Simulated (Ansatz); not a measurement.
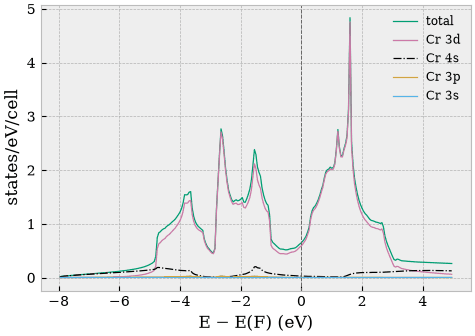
*Total and projected density of states of Cr (bcc (W type), space group No. 229), the program Ansatz at the LDA level (PAW)*

### Question
Which orbitals carry the states next to the Fermi level?

### Answer
Within 0.5 eV of the Fermi level: Cr 3d 93 %. Projections are on Löwdin-orthogonalised atomic valence shells; empty p or d shells of many metals are not among them.

### Question
Where is the tallest occupied peak in this window, and what makes it?

### Answer
Near -2.6 eV, about 2.8 states/eV per cell; the largest projected share is Cr 3d.

Space group Im-3m (bcc (W type)). The cell was relaxed with LDA under the symmetry of its start. The workflow began spin-polarised and lost its moments. Textbook magnetic order: a spin-density-wave antiferromagnet.

Potentials: the later of the program's two PAW sets.
